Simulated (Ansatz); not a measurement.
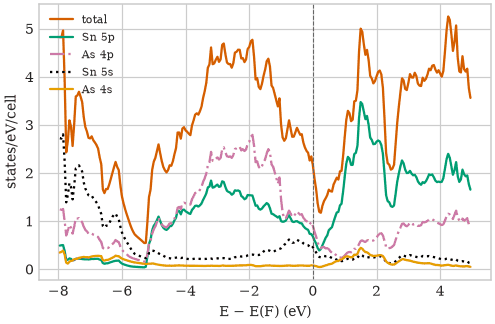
Total and projected density of states of Sn$_{4}$As$_{3}$ in space group R-3m (No. 166; Sn on 6c, Sn on 6c, As on 6c, As on 3b), the program Ansatz at the r²SCAN level (PAW)

Q: Which orbitals carry the states next to the Fermi level?

A: Within 0.5 eV of the Fermi level: As 4p 39 %, Sn 5p 35 %, Sn 5s 20 %. Projections are on Löwdin-orthogonalised atomic valence shells; empty p or d shells of many metals are not among them.

The first step of the workflow began from a Materials Project structure, measured or hypothetical; the Crystallography Open Database files this formula in space group No. 166, but the cells were not matched. Whether it is the stable phase at ambient conditions was not checked. Symmetry was held in the r²SCAN relaxation; whether a distortion lowers the energy is not shown. Scalar-relativistic: spin–orbit coupling is off unless named, which matters more the heavier the elements.

Potentials: the earlier of the program's two PAW sets.
